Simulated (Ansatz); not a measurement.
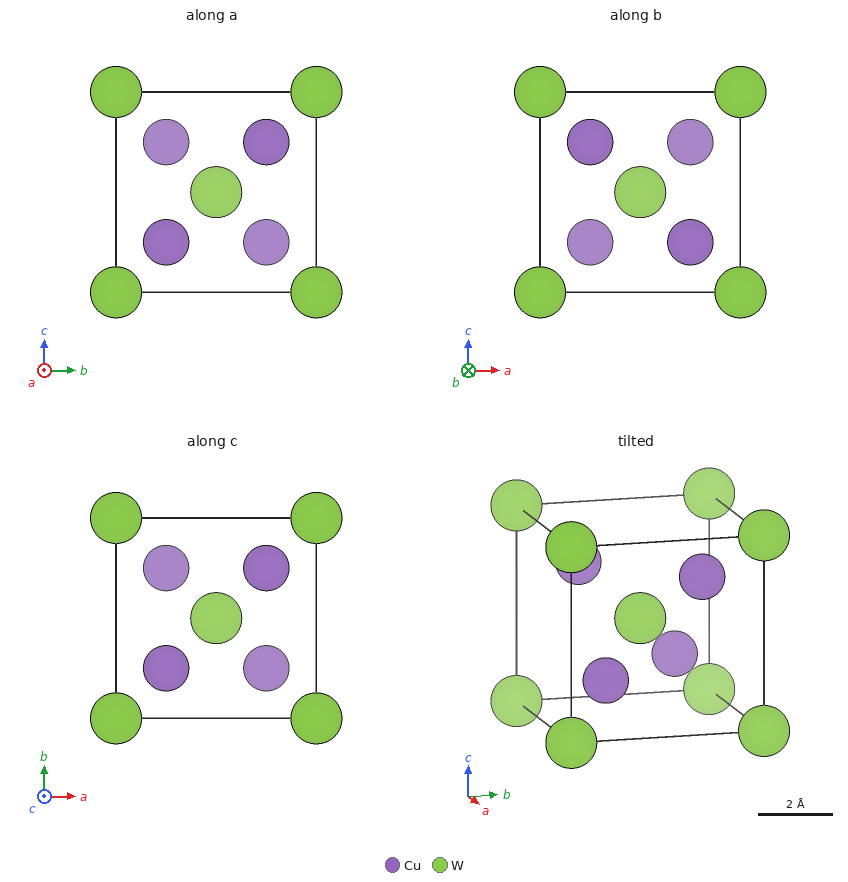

This spheres-only model is shown along the a axis, along the b axis, along the c axis and slightly off an axis. The wireframe shows the conventional unit cell.

Lattice parameters: a = 5.4720 Å, b = 5.4720 Å, c = 5.4720 Å, α = 90.000°, β = 90.000°, γ = 90.000°.

**Write down what is shown as a CIF in P1 with every atom of the cell.**

```cif
data_structure
_symmetry_space_group_name_H-M 'P 1'
_symmetry_Int_Tables_number 1
_cell_length_a 5.4720
_cell_length_b 5.4720
_cell_length_c 5.4720
_cell_angle_alpha 90.000
_cell_angle_beta 90.000
_cell_angle_gamma 90.000
_cell_volume 163.85
loop_
_atom_site_label
_atom_site_type_symbol
_atom_site_fract_x
_atom_site_fract_y
_atom_site_fract_z
_atom_site_occupancy
Cu1 Cu 0.2500 0.7500 0.2500 1
Cu2 Cu 0.7500 0.2500 0.2500 1
Cu3 Cu 0.2500 0.2500 0.7500 1
Cu4 Cu 0.7500 0.7500 0.7500 1
W1 W 0.0000 0.0000 0.0000 1
W2 W 0.5000 0.5000 0.5000 1
```

The structure comes from a structure type filled with these elements by a generator (whether the compound takes this form wasn't checked). What is shown is the relaxed result from DFT PBE, scalar-relativistic, plane waves, PAW (Ansatz).
